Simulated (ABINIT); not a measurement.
**BaTiO3 (P4/mmm): refractive index against wavelength**

The refractive index of BaTiO3 (P4/mmm) along x below the direct gap (1.93 eV on the mesh) is read from one computed spectrum, n = √(Re ε). x, y and z are the Cartesian axes of the input cell.

Cell: a, b, c = 4.000, 4.000, 4.018 Å (primitive vectors), 5 atoms.

Method: ABINIT 10.8.3, PBE, independent particles, k-mesh 8×8×8, Lorentzian half width 0.05 eV.

Launch of the response step: `optic optic.abi`. The run took 5.2 min, its band step included, on 4 threads of Arm Neoverse V1, with other jobs on the host.

```
wavelength (nm)  photon energy E (eV)       n
           3000                 0.413  2.5978
           2000                 0.620  2.6097
           1550                 0.800  2.6247
           1310                 0.946  2.6404
           1064                 1.165       ?
```

In the single-oscillator model n² − 1 = E₀E_d/(E₀² − E²), so 1/(n² − 1) = E₀/E_d − E²/(E₀E_d) is linear in E².

Working, on the rows shown:

| x = E² (eV²) | y = 1/(n² − 1) |
| --- | --- |
| 0.170801 | 0.173956 |
| 0.384302 | 0.172101 |
| 0.639837 | 0.169807 |
| 0.895757 | 0.167456 |

Means: x̄ = 0.52267, ȳ = 0.17083. Σ(x − x̄)(y − ȳ) = -0.002655, Σ(x − x̄)² = 0.2959. Slope = -0.002655 / 0.2959 = -0.008972; intercept = ȳ − slope · x̄ = 0.17552. Turned back into n, the line misses the rows shown by at most 0.0002.

Fill in the last column of the withheld row.

At x = 1.3578 the line gives y = 0.16334, that is 2.6688. The run gave 2.6711, so the extrapolation is off by 0.0023, 3 % of the range in the table.

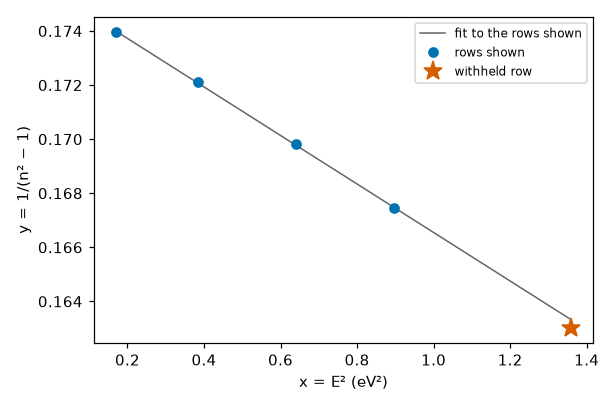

Refitted with all rows, the slope is -0.009232 and the intercept 0.17563. These give E₀ = √(intercept/−slope) = 4.36 eV and E_d = E₀/intercept = 24.8 eV; E₀ is 2.3 times the direct gap. The electronic limit at long wavelengths, without lattice vibrations, is n = √(1 + 1/intercept) = 2.587. Excitons are left out and so are local fields; PBE gaps are as a rule too small. The values come from a sum over the points of one k-mesh and carry its error, which grows as the direct gap shrinks. Spin-orbit coupling is left out.

[Logs are printed without paths, hosts, clocks, repeated set-up lines and the standing remarks that a program may print on its own settings, such as how far it seeks lower states.]
